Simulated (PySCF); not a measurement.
# HNO (nitroxyl) at MP2/STO-6G

Aim: the energy change on altering one bond length of HNO (nitroxyl) at MP2/STO-6G, from 2 runs. Input form: a Python script.

Program for the calculation: PySCF 2.14.0.

10 further runs of the same task are left out: 1 that didn't finish, 9 set aside as unsound or not needed.

**1. The system as given**

HNO: 3 atoms, total charge 0, spin state singlet. As SMILES, `N=O`. Geometry: relaxed at PBE0-D4/def2-TZVP.

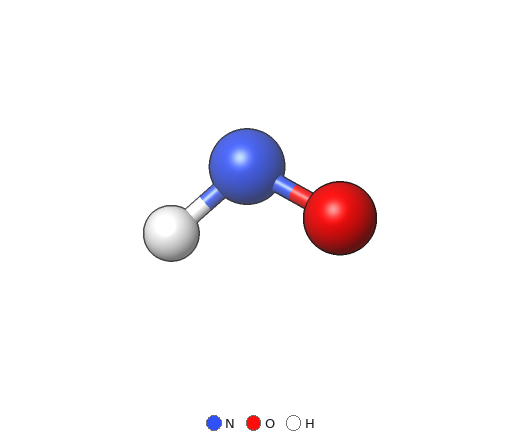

The structure, seen from a chosen angle (nitrogen blue, oxygen red, hydrogen white).

**2. The energy at MP2/STO-6G**

File mol.xyz:

```xyz
3
HNO
N     -0.283700     0.312790    -0.117160
O      0.755300     0.397200     0.456500
H     -0.471600    -0.709980    -0.339350
```

File job.py:

```python
from pyscf import gto, mp

mol = gto.Mole()
mol.atom = 'mol.xyz'
mol.basis = 'sto-6g'
mol.verbose = 4
mol.max_memory = 1860
mol.charge = 0
mol.build()

myscf = mol.RHF()
myscf.conv_tol = 1e-10
myscf.kernel()
if not myscf.converged:
    myscf = myscf.newton().run(myscf.mo_coeff, myscf.mo_occ)

pt = mp.MP2(myscf, frozen=2).run()
energy = pt.e_tot
print('E(%s) = %.9f' % ('MP2', energy))
```

Command:

```bash
$ OMP_NUM_THREADS=1 python job.py
```

Output:

```text
PySCF version 2.14.0

[INPUT] num. atoms = 3
[INPUT] num. electrons = 16
[INPUT] charge = 0
[INPUT] spin (= nelec alpha-beta = 2S) = 0
[INPUT] symmetry False subgroup None
[INPUT] Mole.unit = angstrom
[INPUT] Symbol           X                Y                Z      unit          X                Y                Z       unit  Magmom
[INPUT]  1 N     -0.283700000000   0.312790000000  -0.117160000000 AA   -0.536115301539   0.591087434503  -0.221400312754 Bohr   0.0
[INPUT]  2 O      0.755300000000   0.397200000000   0.456500000000 AA    1.427310141884   0.750599216677   0.862659975864 Bohr   0.0
[INPUT]  3 H     -0.471600000000  -0.709980000000  -0.339350000000 AA   -0.891194840345  -1.341667753919  -0.641278560371 Bohr   0.0

nuclear repulsion = 30.6971917247186
number of shells = 7
number of NR pGTOs = 66
number of NR cGTOs = 11
basis = sto-6g
ecp = {}

******** <class 'pyscf.scf.hf.RHF'> ********
method = RHF
initial guess = minao
damping factor = 0
level_shift factor = 0
DIIS = <class 'pyscf.scf.diis.CDIIS'>
diis_start_cycle = 1
diis_space = 8
diis_damp = 0
SCF conv_tol = 1e-10
SCF conv_tol_grad = None
SCF max_cycles = 50
direct_scf = True
direct_scf_tol = 1e-13
Set gradient conv threshold to 1e-05
Initial guess from minao.
init E= -129.509404548461
  HOMO = -0.147025994433075  LUMO = -0.0067071805417862  gap/eV = 3.81827
cycle= 1 E= -129.229515921178  delta_E= 0.28  |g|= 0.438  |ddm|= 2.53
  HOMO = -0.261798014601811  LUMO = 0.223093355808491  gap/eV = 13.19457
cycle= 2 E= -129.269618560836  delta_E= -0.0401  |g|= 0.311  |ddm|= 0.81
  HOMO = -0.323995440348711  LUMO = 0.222035798768289  gap/eV = 14.85827
cycle= 3 E= -129.294256780236  delta_E= -0.0246  |g|= 0.0296  |ddm|= 0.299
  HOMO = -0.331748700227905  LUMO = 0.224102861863983  gap/eV = 15.12549
cycle= 4 E= -129.294785813002  delta_E= -0.000529  |g|= 0.01  |ddm|= 0.0617
  HOMO = -0.332370211235061  LUMO = 0.222478802608716  gap/eV = 15.09821
cycle= 5 E= -129.294858529322  delta_E= -7.27e-05  |g|= 0.00306  |ddm|= 0.0263
  HOMO = -0.332461106884324  LUMO = 0.223171331149433  gap/eV = 15.11953
cycle= 6 E= -129.294865756668  delta_E= -7.23e-06  |g|= 0.00037  |ddm|= 0.0104
  HOMO = -0.332517836048024  LUMO = 0.222972899914367  gap/eV = 15.11567
cycle= 7 E= -129.294865858661  delta_E= -1.02e-07  |g|= 5.12e-05  |ddm|= 0.00136
  HOMO = -0.332514283873528  LUMO = 0.222999563642096  gap/eV = 15.11630
cycle= 8 E= -129.294865860345  delta_E= -1.68e-09  |g|= 5.97e-06  |ddm|= 0.000186
  HOMO = -0.332514105483832  LUMO = 0.222995109585011  gap/eV = 15.11618
cycle= 9 E= -129.294865860361  delta_E= -1.61e-11  |g|= 8.22e-07  |ddm|= 1.23e-05
  HOMO = -0.332514370869388  LUMO = 0.222995150874935  gap/eV = 15.11618
Extra cycle  E= -129.294865860362  delta_E= -5.4e-13  |g|= 3.39e-07  |ddm|= 1.79e-06
converged SCF energy = -129.294865860362

******** <class 'pyscf.mp.mp2.RMP2'> ********
nocc = 6, nmo = 9
frozen orbitals 2
E(RMP2) = -129.413400534808  E_corr = -0.118534674446358
E(SCS-RMP2) = -129.418248413957  E_corr = -0.123382553595549
E_corr(same-spin) = -0.0217604489308624
E_corr(oppo-spin) = -0.0967742255154958
E(MP2) = -129.413400535
```

Run time: 0.89 s. Hardware: 1 thread of Arm Neoverse V1, shared host; peak memory 0.12 GiB.

**3. The distorted shape, same level**

File job.py:

```python
from pyscf import gto, scf, mp

mol = gto.Mole()
mol.atom = '''
N     -0.058218     1.540123     0.149470
O      0.980782     1.624533     0.723130
H     -0.471600    -0.709980    -0.339350
'''
mol.max_memory = 1860
mol.spin = 0
mol.charge = 0
mol.verbose = 4
mol.basis = 'sto-6g'
mol.build()

calc0 = scf.RHF(mol)
calc0.conv_tol = 1e-10
calc0.kernel()
if not calc0.converged:
    calc0 = calc0.newton().run(calc0.mo_coeff, calc0.mo_occ)

pt = mp.MP2(calc0, frozen=2).run()
e_tot = pt.e_tot
print('Final energy', e_tot)
```

Command:

```bash
$ OMP_NUM_THREADS=1 python job.py
```

Output:

```text
PySCF version 2.14.0

[INPUT] num. atoms = 3
[INPUT] num. electrons = 16
[INPUT] charge = 0
[INPUT] spin (= nelec alpha-beta = 2S) = 0
[INPUT] symmetry False subgroup None
[INPUT] Mole.unit = angstrom
[INPUT] Symbol           X                Y                Z      unit          X                Y                Z       unit  Magmom
[INPUT]  1 N     -0.058218000000   1.540123000000   0.149470000000 AA   -0.110016075520   2.910410668144   0.282457363839 Bohr   0.0
[INPUT]  2 O      0.980782000000   1.624533000000   0.723130000000 AA    1.853409367903   3.069922450318   1.366517652457 Bohr   0.0
[INPUT]  3 H     -0.471600000000  -0.709980000000  -0.339350000000 AA   -0.891194840345  -1.341667753919  -0.641278560371 Bohr   0.0

nuclear repulsion = 27.925344326414
number of shells = 7
number of NR pGTOs = 66
number of NR cGTOs = 11
basis = sto-6g
ecp = {}

******** <class 'pyscf.scf.hf.RHF'> ********
method = RHF
initial guess = minao
damping factor = 0
level_shift factor = 0
DIIS = <class 'pyscf.scf.diis.CDIIS'>
diis_start_cycle = 1
diis_space = 8
diis_damp = 0
SCF conv_tol = 1e-10
SCF conv_tol_grad = None
SCF max_cycles = 50
direct_scf = True
direct_scf_tol = 1e-13
Set gradient conv threshold to 1e-05
[... 1 set-up line as earlier in the session ...]
init E= -129.070612746905
  HOMO = -0.11954918753414  LUMO = 0.0149061444788536  gap/eV = 3.65872
cycle= 1 E= -128.864760931873  delta_E= 0.206  |g|= 0.472  |ddm|= 2.45
  HOMO = -0.164082447508754  LUMO = -0.0804362021362727  gap/eV = 2.27613
cycle= 2 E= -128.867722660677  delta_E= -0.00296  |g|= 0.465  |ddm|= 2.42
  HOMO = -0.160507492171902  LUMO = 0.052388320835232  gap/eV = 5.79319
cycle= 3 E= -129.054411042505  delta_E= -0.187  |g|= 0.0379  |ddm|= 1.34
  HOMO = -0.186612855873693  LUMO = 0.0833070028633187  gap/eV = 7.34489
cycle= 4 E= -129.055186511803  delta_E= -0.000775  |g|= 0.0222  |ddm|= 0.132
  HOMO = -0.197323572046983  LUMO = 0.0894933865845595  gap/eV = 7.80469
cycle= 5 E= -129.05555732246  delta_E= -0.000371  |g|= 0.00763  |ddm|= 0.0527
  HOMO = -0.196203284427705  LUMO = 0.0880402651508432  gap/eV = 7.73466
cycle= 6 E= -129.05564197005  delta_E= -8.46e-05  |g|= 0.0024  |ddm|= 0.0295
  HOMO = -0.197188404463269  LUMO = 0.0888062223644428  gap/eV = 7.78231
cycle= 7 E= -129.055651381838  delta_E= -9.41e-06  |g|= 0.000718  |ddm|= 0.0105
  HOMO = -0.197255578308197  LUMO = 0.0889593719567909  gap/eV = 7.78831
cycle= 8 E= -129.055652105155  delta_E= -7.23e-07  |g|= 0.000215  |ddm|= 0.00274
  HOMO = -0.197290137212605  LUMO = 0.0889787267512461  gap/eV = 7.78977
cycle= 9 E= -129.055652172593  delta_E= -6.74e-08  |g|= 4.5e-05  |ddm|= 0.000935
  HOMO = -0.197299454559881  LUMO = 0.0889939657136812  gap/eV = 7.79044
cycle= 10 E= -129.055652174804  delta_E= -2.21e-09  |g|= 3.65e-06  |ddm|= 0.000201
  HOMO = -0.197298544459668  LUMO = 0.0889924241943539  gap/eV = 7.79037
cycle= 11 E= -129.055652174811  delta_E= -6.96e-12  |g|= 1.35e-06  |ddm|= 7.41e-06
  HOMO = -0.197298556434746  LUMO = 0.0889922866620894  gap/eV = 7.79037
Extra cycle  E= -129.055652174812  delta_E= -1.39e-12  |g|= 9.08e-07  |ddm|= 3.14e-06
converged SCF energy = -129.055652174812

******** <class 'pyscf.mp.mp2.RMP2'> ********
nocc = 6, nmo = 9
frozen orbitals 2
E(RMP2) = -129.304490377564  E_corr = -0.248838202751441
E(SCS-RMP2) = -129.320379566312  E_corr = -0.264727391499691
E_corr(same-spin) = -0.0390905213100431
E_corr(oppo-spin) = -0.209747681441397
Final energy -129.30449037756384
```

It took 0.83 s on 1 thread of Arm Neoverse V1, shared host; peak memory 0.12 GiB.

**4. Results**

Level: MP2/STO-6G, 2 core orbitals frozen.

| quantity | value |
| --- | --- |
| first shape: total energy | -129.41340 Eh |
| first shape: dipole moment (Hartree–Fock density) | 1.45 D |
| first shape: HOMO energy (Hartree–Fock orbitals) | -9.05 eV |
| first shape: LUMO energy (Hartree–Fock orbitals) | 6.07 eV |
| first shape: HOMO–LUMO gap (Hartree–Fock orbitals) | 15.12 eV |
| first shape: correlation energy (2 core orbitals frozen) | -118.5 mEh |
| distorted shape: total energy | -129.30449 Eh |
| distorted shape: dipole moment (Hartree–Fock density) | 0.80 D |
| distorted shape: HOMO energy (Hartree–Fock orbitals) | -5.37 eV |
| distorted shape: LUMO energy (Hartree–Fock orbitals) | 2.42 eV |
| distorted shape: HOMO–LUMO gap (Hartree–Fock orbitals) | 7.79 eV |
| distorted shape: correlation energy (2 core orbitals frozen) | -248.8 mEh |
| energy change with the N1–H3 bond stretched from 1.063 to 2.339 Å | 2.964 eV |

**Reading.** One bond (distorted shape) is far stretched, which a spin-restricted single reference describes badly; perturbation theory on it can break down and give far too much correlation. With the N1–H3 bond stretched from 1.063 to 2.339 Å the energy rises by 2.96 eV (286 kJ/mol). The first shape isn't relaxed at this level, so the change isn't measured from a minimum. A restricted reference can't describe the breaking bond well at this length. The minimal basis adds a large error of its own.
